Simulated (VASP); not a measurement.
Band structure of Rb (space group Im-3m). Calculation: r2SCAN meta-GGA, VASP's PBE PAW potentials (set 64) (plane waves; VASP).

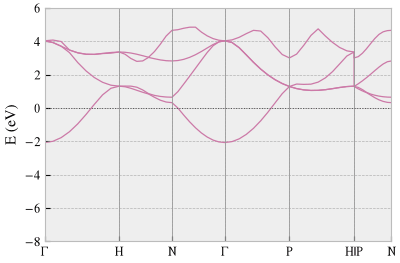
Bands along high-symmetry lines, zero at the valence-band maximum or, without a gap, the Fermi level

Read the plot: is there a gap, and where are the band edges?

It has no gap at this level: it comes out as a metal or semimetal.

The structure comes from a measured Rb entry (Im-3m) of the Crystallography Open Database, whose conditions weren't checked. It was relaxed first.
